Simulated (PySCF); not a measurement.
# PtO2: structure of the singlet

The task is one start of a wider search on PtO2: the singlet, from a side-on start. It is relaxed, tested by its Hessian and followed downhill if it is a saddle.

The runs use PySCF 2.14.0; PBE0, basis Pt def2-TZVP with ECP60, O def2-TZVP, scalar-relativistic core potentials, no spin–orbit coupling, density fitting.

### Step 1. The system as given

3 atoms, charge 0, spin multiplicity 1.

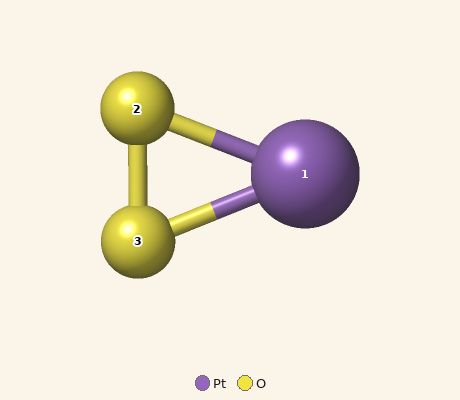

Start geometry, drawn with platinum purple, oxygen yellow; atoms are numbered from 1 in the order of the file.

```xyz
3
charge 0 multiplicity 1
Pt    0.0000    0.0000   -0.2485
O     0.7000    0.0000    1.5148
O    -0.7000    0.0000    1.5148
```

### Step 2. Relaxation: side-on start, singlet

One driver script runs all steps and calls PySCF; scf.py shows how it sets up the SCF of each step. The optimiser is the driver's own. Before each start the driver seeks the lowest SCF state from one or more starting densities and follows internal instabilities, so scf.py alone need not reach the same state.

The program finds C2v symmetry in the start, which this walk keeps. The walk stops when the largest gradient is under 0.0003 Eh/bohr and the energy has settled too.

Input file scf.py:

```python
from pyscf import gto, scf, dft
mol = gto.M(atom='''
Pt     0.000000     0.000000    -0.248547
O      0.700000    -0.000000     1.514793
O     -0.700000     0.000000     1.514793''',
    basis={'Pt': 'def2-TZVP', 'O': 'def2-TZVP'},
    ecp={'Pt': 'def2-TZVP'},
    charge=0, spin=0)
mf = dft.RKS(mol, xc='PBE0')
mf.grids.atom_grid = (50, 194)
aux = {'Pt': 'def2-universal-JKFIT', 'O': 'def2-universal-JKFIT'}
mf = mf.density_fit(auxbasis=aux)
mf.kernel()
```

The optimiser's trace:

```csv
step,energy (Eh),change (kJ/mol),largest symmetric gradient (Eh/bohr)
0,-269.507082,0.00,0.03060
1,-269.509229,-5.64,0.00620
2,-269.509288,-5.79,0.00047
3,-269.509288,-5.79,0.00011
```

The walk ran for 3.5 s (4 threads, shared host).

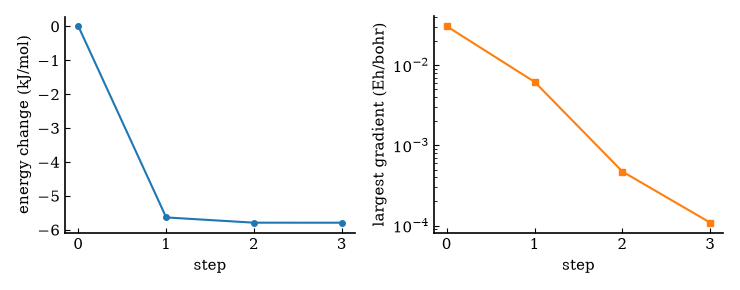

How energy and gradient fall.

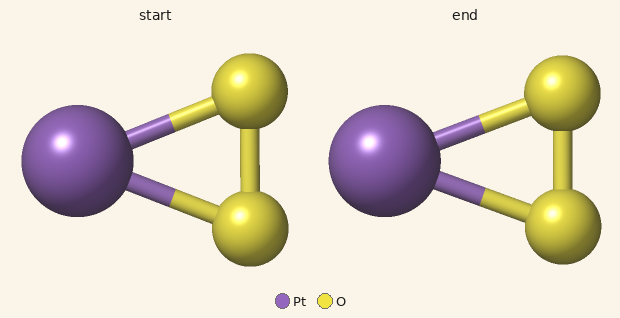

The geometry along the walk, at one scale.

It settles in C2v symmetry, 5.8 kJ/mol below the start, after 3 steps: O–O 1.357 Å, Pt–O 1.943 Å (×2); O–O–Pt 69.6° (×2), O–Pt–O 40.9°.

### Step 3. Is it a minimum? Harmonic modes

On the finer grid the gradient is checked again; gradients at displacements of ±0.01 bohr then give force constants and infrared intensities.

scf.py: that of step 2 with these lines changed.

```diff
@@ -3,3 +3,3 @@
-Pt     0.000000     0.000000    -0.248547
-O      0.700000    -0.000000     1.514793
-O     -0.700000     0.000000     1.514793''',
+Pt    -0.000000    -0.000000    -0.256281
+O      0.678665    -0.000000     1.563986
+O     -0.678665     0.000000     1.563986''',
@@ -10 +10 @@
-mf.grids.atom_grid = (50, 194)
+mf.grids.atom_grid = (75, 302)
```

This SCF starts from the last density.

SCF at the final geometry:

```text
init E= -269.509267889469
  HOMO = -0.236988834640304  LUMO = -0.13156152250239  gap/eV = 2.86882
cycle= 1 E= -269.509267885133  delta_E= 4.34e-09  |g|= 0.000157  |ddm|= 0.000126
  HOMO = -0.236961082685767  LUMO = -0.131581228123261  gap/eV = 2.86753
cycle= 2 E= -269.509267849017  delta_E= 3.61e-08  |g|= 0.000448  |ddm|= 0.000366
  HOMO = -0.236979379947257  LUMO = -0.131566062817628  gap/eV = 2.86844
cycle= 3 E= -269.509267890126  delta_E= -4.11e-08  |g|= 1.14e-05  |ddm|= 0.000272
  HOMO = -0.236980789987818  LUMO = -0.131566472488508  gap/eV = 2.86847
cycle= 4 E= -269.509267890149  delta_E= -2.26e-11  |g|= 8.63e-07  |ddm|= 6.99e-06
  HOMO = -0.236980851065336  LUMO = -0.13156655204965  gap/eV = 2.86847
Extra cycle  E= -269.50926789015  delta_E= -1.02e-12  |g|= 1.42e-06  |ddm|= 3.48e-06
converged SCF energy = -269.50926789015
```

The whole step took 11 s.

Geometry: C2v; O–O 1.357 Å, Pt–O 1.943 Å (×2); O–O–Pt 69.6° (×2), O–Pt–O 40.9°.

Modes, for the most abundant isotopes:

```tsv
symmetry	ω (cm⁻¹)	IR (km/mol)
b2	516	15.6
a1	518	0.0
a1	1115	24.8
```

Every mode is real; the point is a minimum.

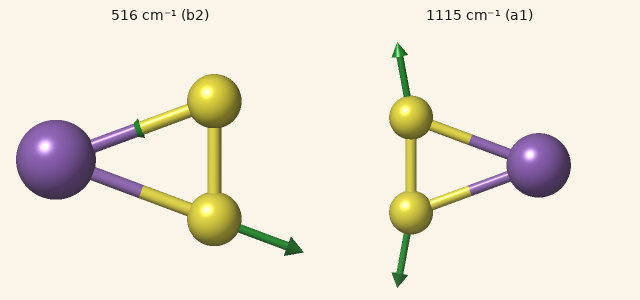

How the atoms move in 2 of the modes.

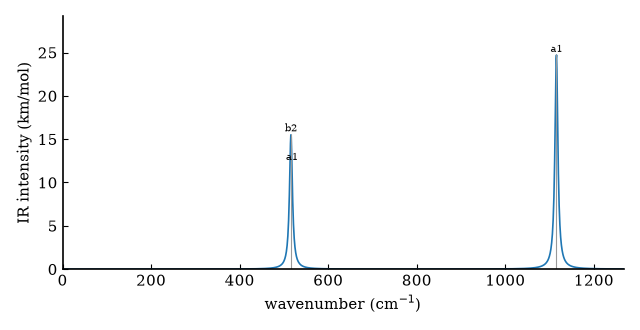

The harmonic infrared spectrum (widths in cm⁻¹). Lines are broadened to a width of 8 cm⁻¹ (Lorentzian).

Constants and moments:

| Item | Value |
| --- | --- |
| Dipole moment | 4.13 D |
| Highest occupied level | -6.45 eV |
| Lowest empty level | -3.58 eV |
| Rotational constants | 1.144, 0.1851, 0.1594 cm⁻¹ |
| Zero-point energy | 12.9 kJ/mol |
| Principal polarisabilities | 31.8, 32.6, 41.4 bohr³ |
| Atomisation energy without zero-point energy | 570 kJ/mol |
| Principal traceless quadrupole moments about the centre of mass | -1.80, 0.73, 1.07 D Å |
| Entropy at 298.15 K and 1 bar | 274.0 J/(mol K) |
| Heat capacity Cp at 298.15 K | 44.5 J/(mol K) |
| Enthalpy at 298.15 K above 0 K | 11.09 kJ/mol |
| Rotational symmetry number | 2 |

Charges (e) and bond orders:

```json
{"atom": "Pt1", "Mulliken": "0.45", "Löwdin": "0.30", "polar tensor": "0.43", "Mayer order to Pt1": "–"}
{"atom": "O2,3", "Mulliken": "-0.22", "Löwdin": "-0.15", "polar tensor": "-0.21", "Mayer order to Pt1": "0.85"}
```

Mulliken populations on Pt1 (outside its core potential): s 2.52, p 6.10, d 8.91, f 0.02.

### Step 4. Would spin polarisation lower it?

At the lowest minimum the closed shell is tested against spin polarisation, on the (50, 194) grid. It is unstable: an open-shell solution lies lower. That solution was not followed to a minimum here.

### Step 5. Outcome

| quantity | value |
| --- | --- |
| minimum | singlet, C2v (closed shell, unstable towards spin polarisation) |
| geometry | O–O 1.357 Å, Pt–O 1.943 Å (×2); O–O–Pt 69.6° (×2), O–Pt–O 40.9° |
| wavenumbers (cm⁻¹) | 516 (b2), 518 (a1), 1115 (a1) |
| dipole moment | 4.13 D |
| highest occupied, lowest empty level | -6.45, -3.58 eV |
| polar-tensor charge of Pt1 | +0.43 e |
| zero-point energy | 12.9 kJ/mol |

What this shows: The side-on start keeps its C2v symmetry and ends in a minimum. In the infrared the band at 1115 cm⁻¹ (a1) leads. Other starts or spin states, not run here, may lie lower. The closed shell proved unstable towards spin polarisation, so a lower open-shell solution exists. With an element this heavy the missing spin–orbit coupling can shift these numbers.

The search up to here took 19 s.
